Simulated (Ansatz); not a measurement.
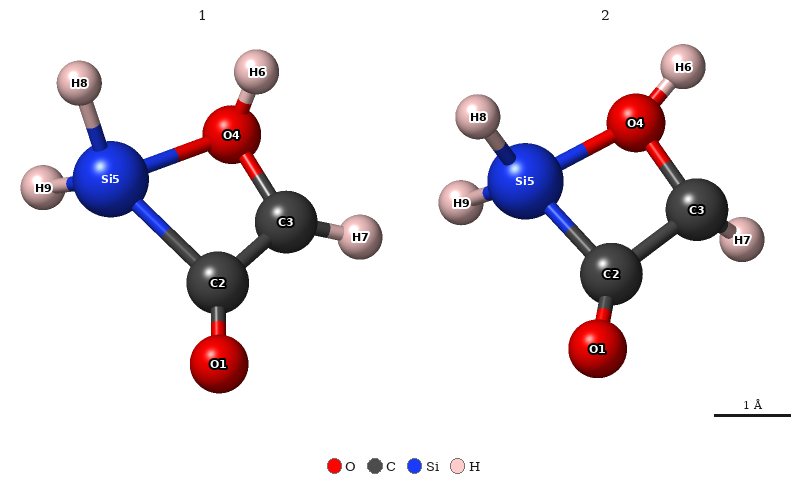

Two geometries of C₂H₄O₂Si, drawn at one scale. One is the start of a relaxation, the other its converged end. Style: ball-and-stick. Shown at a tilt.

Method: UKS PBE-D4/def2-SVP in Ansatz 0.2.0. (collinear spin; force threshold 0.02 eV/Å; at most 50 steps)

Q: Which geometry has the lower energy?

A: Structure 1 is the relaxed one. The run prepares an end point of a later path (hydrogen shift) calculation, from a guessed geometry. After 8 accepted moves (10 points after the start) the energy has fallen by 33.4 kcal/mol. Largest force component: 5 eV/Å at the start, 0.016 eV/Å at the end. The line search rejected the trial steps at points 6, 8 of the run. The atom that moves furthest after the best rigid fit is H8 (0.52 Å). By element the largest moves are H 0.52 Å, O 0.39 Å, C 0.24 Å, Si 0.17 Å. Among the contacts that change: C2–Si5 1.769 → 2.041 Å, O4–Si5 1.739 → 1.890 Å, C2–C3 1.529 → 1.394 Å, O1–C2 1.172 → 1.220 Å. Bond angles that change, for instance: Si5–O4–H6 157.1° → 112.8°, C2–C3–H7 118.3° → 132.6°, C2–Si5–H8 118.6° → 130.8°. Cost: 31 s on 2 threads of Intel(R) Xeon(R) Platinum 8259CL CPU @ 2.50GHz (Skylake/Cascade Lake), with other jobs on the host, peak memory 0.18 GiB.
